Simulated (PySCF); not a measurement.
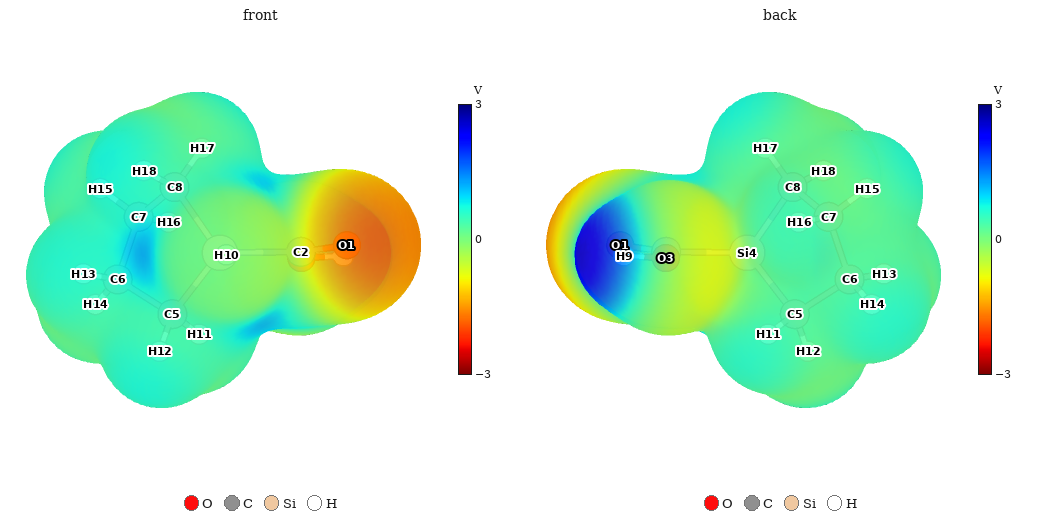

The picture shows: C$_{5}$H$_{10}$O$_{2}$Si. The molecular electrostatic potential painted on the density surface at 0.002 e/bohr³, seen from the front and from behind; red is negative and blue positive.

Geometry: PBE0-D3(BJ)/def2-SVP.

Theory: PBE0/pcSseg-1, SCF density, gas phase, non-relativistic in PySCF.

```yaml
atoms:
  - { symbol: O, position_ang: [3.2651, -1.1610, 0.5620] }
  - { symbol: C, position_ang: [2.2882, -0.6640, 0.0651] }
  - { symbol: O, position_ang: [2.3667, 0.1304, -1.0231] }
  - { symbol: Si, position_ang: [0.4746, -0.8314, 0.7003] }
  - { symbol: C, position_ang: [-0.7407, -1.0859, -0.7327] }
  - { symbol: C, position_ang: [-1.7499, 0.0629, -0.5565] }
  - { symbol: C, position_ang: [-1.0138, 1.2887, -0.0076] }
  - { symbol: C, position_ang: [-0.1995, 0.8596, 1.2233] }
  - { symbol: H, position_ang: [3.3091, 0.1863, -1.2606] }
  - { symbol: H, position_ang: [0.4978, -1.8783, 1.7607] }
  - { symbol: H, position_ang: [-0.1816, -0.9657, -1.6756] }
  - { symbol: H, position_ang: [-1.2154, -2.0778, -0.7602] }
  - { symbol: H, position_ang: [-2.5289, -0.2394, 0.1660] }
  - { symbol: H, position_ang: [-2.2726, 0.2958, -1.4983] }
  - { symbol: H, position_ang: [-1.7121, 2.1090, 0.2257] }
  - { symbol: H, position_ang: [-0.3244, 1.6689, -0.7819] }
  - { symbol: H, position_ang: [0.5696, 1.5915, 1.5108] }
  - { symbol: H, position_ang: [-0.8602, 0.7232, 2.0971] }
```

### Which sites attract a positive test charge, and which a negative one?

A positive charge is drawn to the negative regions and a negative charge to the positive ones. The most negative region (about −1.7 V) lies over O1, the most positive (about +2.4 V) over H9. O1 is the likeliest acceptor of a hydrogen bond.

### How polar is the molecule by this calculation?

Its dipole moment is 2.26 D.
